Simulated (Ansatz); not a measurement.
The calculation's input:

```
crystal:
  lattice:
    - [3.2438887376, 0.0, 0.0]
    - [-1.6219443688, 2.8092900538, 0.0]
    - [0.0, 0.0, 5.2034721085]
  atoms:
    - { symbol: Cr, position: [0.0, 0.0, 0.0] }
    - { symbol: Cr, position: [0.0, 0.0, 0.5] }
    - { symbol: C, position: [0.3333333333, 0.6666666667, 0.25] }
    - { symbol: C, position: [0.6666666667, 0.3333333333, 0.75] }
    - { symbol: "N", position: [0.3333333333, 0.6666666667, 0.75] }
    - { symbol: "N", position: [0.6666666667, 0.3333333333, 0.25] }
basis:
  ecutwfc: 420
kpoints:
  mp_grid: { grid: [12, 12, 8] }
hamiltonian:
  xc: pbe
scf:
  occupations: { method: gaussian, width: 0.1 }
output:
  forces: true
  stress: true
  eigenvalues: true
  write_density: true
  write_potential: true
  elf: true
  volumetric_format: npy
relax:
  adjacent_minimum: "off"
  f_tol: 0.01
  max_steps: 80
  cell: { stress_tol: 0.05 }
```

Launched as:

```sh
ansatz run input.yaml --threads 1 --pin off --max-ram 2560MiB --backend cpu --events-out ev --progress --plain --runs-dir out
```

Below, planes, directions and counts refer to the conventional cell (a = 3.24 Å, b = 3.24 Å, c = 5.20 Å, α = 90.00°, β = 90.00°, γ = 120.00°).

The fields are those of the run's last geometry, not of the input's.

Space group P6₃/mmc; a structure generated by program, which may or may not match a known phase; computed without spin polarisation.

These are results of DFT PBE, scalar-relativistic, plane waves, PAW (Ansatz 0.2.0), not measurements.

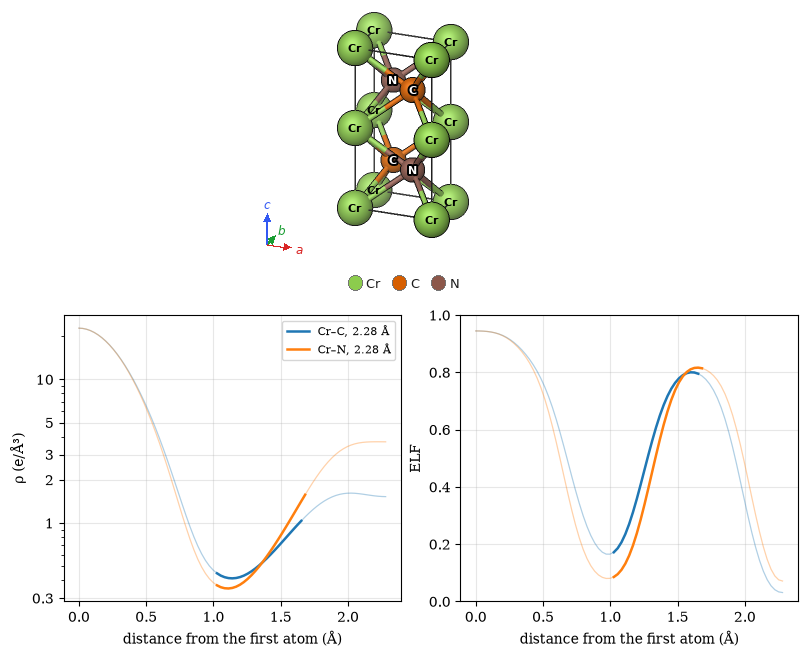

CrCN. Valence charge density (pseudo) and ELF along straight lines between neighbouring atoms. Thin, pale parts lie inside the atomic spheres. The structure is drawn too.

Core electrons are frozen (PAW), and the valence fields are smoothed inside the atomic spheres.

> Compare the contacts.

Cr–C (2.28 Å): ρ at the midpoint is about 0.41 e/Å³; the ELF peaks at about 0.80 in the valence shell of C, 0.7 Å from its nucleus, and is about 0.25 at the midpoint.
Cr–N (2.28 Å): ρ is about 0.35 e/Å³ halfway; the ELF peaks at about 0.80 in the valence shell of N, 0.6 Å from its nucleus, and is about 0.15 at the midpoint: no shared electron pair shows on this line.
